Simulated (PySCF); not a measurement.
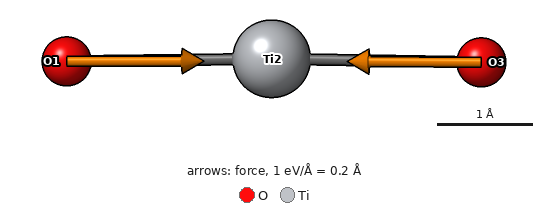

Starting geometry of TiO2 with the computed forces as orange arrows. Style: ball-and-stick. Shown at a tilt.

The start comes from UFF. Its atoms were then displaced at random by about 0.03 Å.

The calculation used PBE0-D3(BJ)/def2-TZVP geometry optimisation, gas phase in PySCF. 

### What follows when this structure is relaxed?

It isn't relaxed: the largest force vector, on O1, is 7.34 eV/Å. The atoms end up moving mostly along the starting forces (cosine between the two patterns 0.85). Over 12 geometry steps the energy falls by 7.609 eV. The largest move after the best rigid fit is that of O3, 0.90 Å. Largest moves by element: O 0.90 Å, Ti 0.59 Å. Near-neighbour distances that change, for instance: Ti2–O3 2.220 → 1.627 Å, O1–Ti2 2.171 → 1.627 Å. Bond angles that change, for instance: O1–Ti2–O3 178.3° → 111.7°. The run took 35 s on 1 thread of Intel(R) Xeon(R) 6975P-C (shared host).
